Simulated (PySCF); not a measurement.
```xyz
17

Ge    2.5447   -0.3036   -0.4468
N     1.1106    0.7179   -0.0287
C    -0.0933    0.1883    0.5709
C    -1.3593    1.0481    0.3862
C    -2.1157   -0.2076   -0.0704
C    -0.7745   -0.9393   -0.2180
H     3.5381    0.6534   -1.0146
H     3.1737   -1.0559    0.7005
H     2.1180   -1.3004   -1.4726
H     1.3484    1.6053    0.3981
H     0.0476   -0.0860    1.6260
H    -1.2298    1.7718   -0.4155
H    -1.7371    1.5517    1.2740
H    -2.7099   -0.1075   -0.9758
H    -2.7363   -0.6303    0.7170
H    -0.4247   -0.9554   -1.2478
H    -0.7076   -1.9385    0.2075
```

Geometry: GFN2-xTB.

Theory: PySCF 2.14.0, CAM-B3LYP/def2-SVPD, SCF density, gas phase.

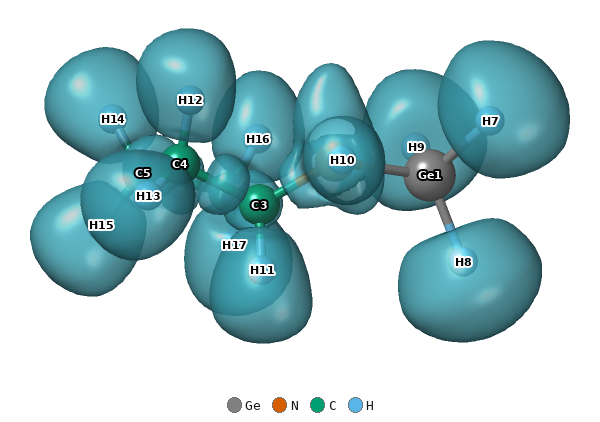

C4H11GeN (SMILES [GeH3][NH]C1CCC1). Isosurface of the electron localisation function at 0.75 (cyan), seen from one side. Only the valence region is drawn (cores and ρ < 0.01 e/Å³ removed).

Describe the localisation domains.

The ELF exceeds this value in four regions between bonded C–C atoms (shared pairs), ten regions around hydrogen nuclei and one joined region spread over several atoms (H, N), in which their bonds and any lone pairs are merged. Along the contacts the grid gives the following. C–N (1.45 Å): the ELF peaks at about 0.95 between the atoms; a shared electron pair. C–C (1.53 Å): the ELF peaks at about 0.95 between the atoms: a shared electron pair.
